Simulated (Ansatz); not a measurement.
The figure comes from a scan of Sb (space group R-3m): a phonon pattern at T = (0.5, 0.5, 0.5) is frozen into a 4-atom cell, Q being the largest atomic displacement. These are LDA (plane waves to 420 eV, PAW, scalar-relativistic; Ansatz, a first-principles code) values and carry that method's errors. k mesh 13×13×13 (Γ-centred), Fermi-Dirac smearing 0.05 eV. E stands for the smeared free energy. With partly filled bands, energies and forces of such displacements shift with the k mesh and the smearing. Sb was relaxed with its symmetry unable to fall. Spin-orbit coupling is left out, though Sb is heavy. ΔE is measured from the undisplaced structure.

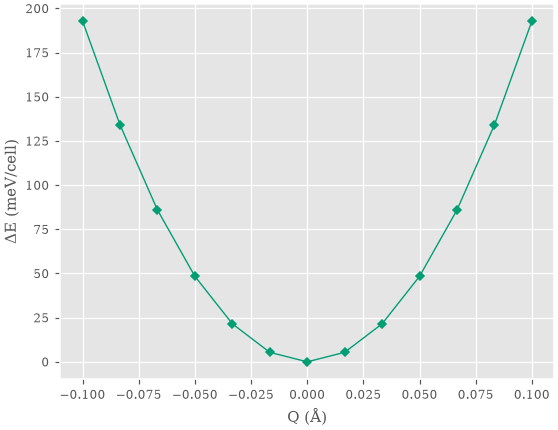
ΔE (meV/cell) against Q (Å); one marker a computed point.

Question: Read the plotted values off the figure, to the accuracy that the plot allows.

Answer: To the nearest 5:

```
Q (Å)   ΔE (meV/cell)
------  -------------
-0.100            195
-0.083            135
-0.067             85
-0.050             50
-0.033             20
-0.017              5
0.000               0
0.017               5
0.033              20
0.050              50
0.067              85
0.083             135
0.100             195
```

(A displaced cell: forces are minus the slopes of the energy, force constants its curvatures, and phonons follow from these.)
